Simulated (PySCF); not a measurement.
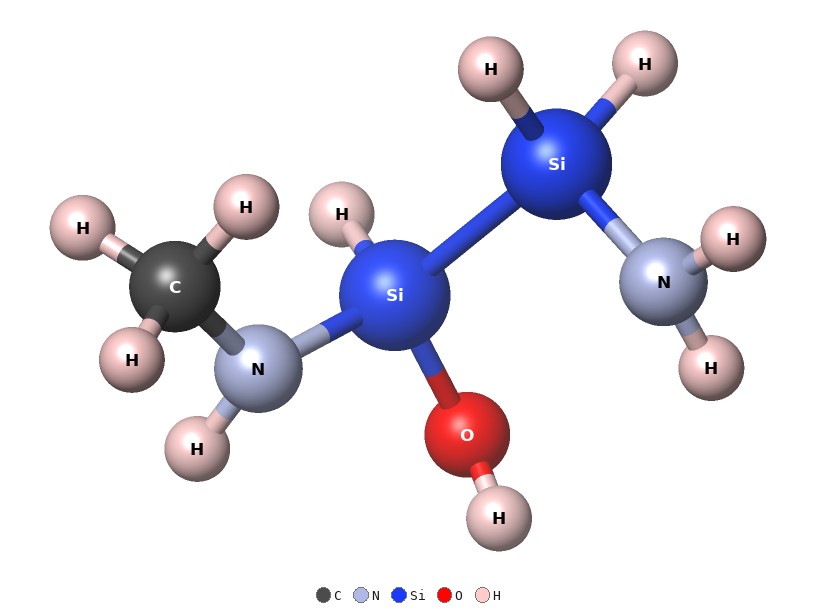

The geometry was computed by an optimisation with GFN2-xTB. No frequency run is at hand to confirm it as a minimum. Level of theory: CAM-B3LYP/def2-SVPD, gas phase (PySCF 2.14.0). Excitations: vertical, linear response.

Give the lowest vertical singlet excitation at this level.

Answer. 5.50 eV.

Estimate the mean static polarisability.

Answer. 85.7 bohr³.

What is the dipole moment?

Answer. 1.65 D.

What is the HOMO–LUMO gap?

Answer. 8.48 eV.

The geometry is semi-empirical. Around Si such bond lengths and angles can be off by a tenth of an ångström or more and by several degrees, and values that hang on the shape move with them.
